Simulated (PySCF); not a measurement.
Input file:

```
{"job": {"kind": "nmr", "xc": "PBE0", "basis": "pcSseg-1", "pop": false}, "charge": 1, "multiplicity": 1}
C      2.579000     0.083500     0.148700
C      1.410200     0.348800     0.149500
Si    -0.272400     0.992800     0.483300
P     -1.493400    -1.214100    -0.247800
H      3.570100    -0.227100    -0.099300
H     -0.490600     1.022600     1.878200
H     -0.516100     2.077800    -0.410300
H     -1.629200    -2.329300     0.726300
H     -2.625600    -1.337900    -1.018900
H     -0.640600    -1.967100    -1.053100
```

Run with:

```sh
OMP_NUM_THREADS=1 python probes_run.py task.json out
```

Geometry: GFN2-xTB, MD frame at 250 fs, 600 K.

Level of theory: PySCF, PBE0/pcSseg-1, SCF density, gas phase, non-relativistic.

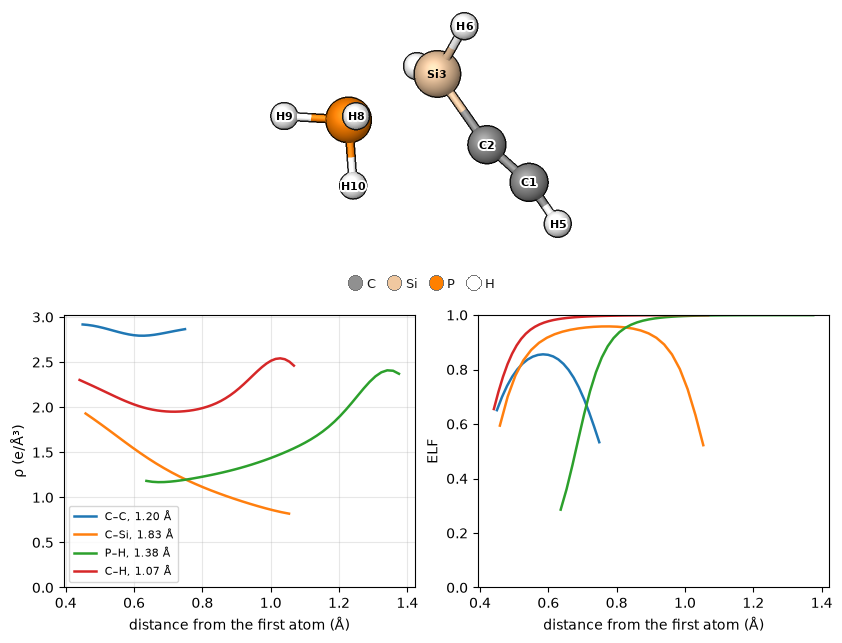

C2H6PSi (charge +1). Total electron density and electron localisation function along straight lines between neighbouring atoms. The curves leave out the atomic cores. The structure is drawn too.

What can be read from the curves?

Answer. C–C (1.20 Å): the density is about 2.8 e/Å³ at the midpoint; the ELF peaks at about 0.85 between the atoms: a short, multiple covalent bond.
C–Si (1.83 Å): ρ at the midpoint is about 0.96 e/Å³; the ELF peaks at about 0.95 between the atoms (a shared electron pair).
P–H (1.38 Å): ρ is about 1.2 e/Å³ halfway; the ELF climbs to about 1 towards the hydrogen, as it does in any bond to H.
C–H (1.07 Å): the density is about 2.1 e/Å³ at the midpoint; the ELF climbs to about 1 towards the hydrogen (an ordinary covalent bond to hydrogen).
